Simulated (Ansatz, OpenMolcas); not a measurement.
How methods differ on AlNH3O (SMILES [NH2][Al][OH])

The species is AlNH3O (6 atoms), meant as a doublet with charge 0. As SMILES, `[NH2][Al][OH]`. Geometry: relaxed at PBE0-D4/def2-TZVP. This is one conformer, not always the lowest.

```
atom    x (Å)    y (Å)    z (Å)
   N  -0.9239   0.2402  -0.7608
  Al   0.5952   0.6013   0.0707
   O   1.1941  -0.6185   1.1012
   H  -1.4343  -0.6236  -0.6572
   H  -1.3947   0.8616  -1.3968
   H   2.0057  -0.5251   1.5968
```

Each level gives the energy change with the N1–H5 bond stretched from 1.006 to 1.811 Å (eV). The values are calculated.

```tsv
level	kind	program	value (eV)	CPU time (all runs)
USVWN5/def2-SVPD	LDA	Ansatz	3.72	13 s
UPBE/def2-SVPD	GGA	Ansatz	3.68	21 s
UM06-L/def2-SVPD	meta-GGA	OpenMolcas	3.98	2.3 min
UB3LYP/def2-SVPD	global hybrid	Ansatz	3.90	30 s
U-wB97M-V/def2-SVPD	range-separated hybrid	Ansatz	4.07	4.3 min
UB2PLYP/def2-SVPD	double hybrid	Ansatz	4.13	45 s
RPA@PBE/def2-SVPD	RPA	Ansatz	3.65	34 s
UCCSD/def2-SVPD	coupled cluster or CI	Ansatz	3.90	96 s
```

The first shape isn't each level's own minimum. The values span 3.65 to 4.13 eV. Spin contamination of the reference (⟨S²⟩ at least 0.1 too high) touches UB2PLYP/def2-SVPD, UCCSD/def2-SVPD (up to 0.66 too high). Times are those of the runs behind each value, whatever else they computed, on shared processors of several kinds: orders of magnitude only.

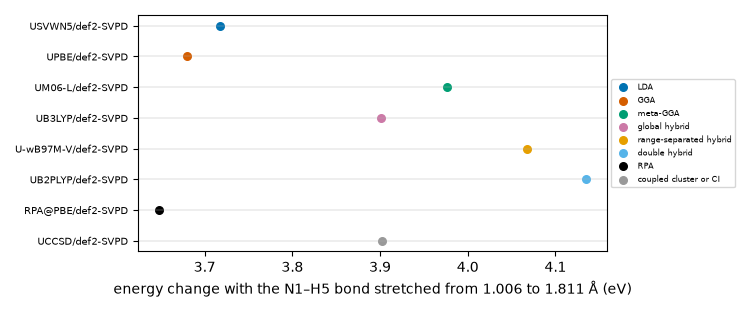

The values of the table, level by level.
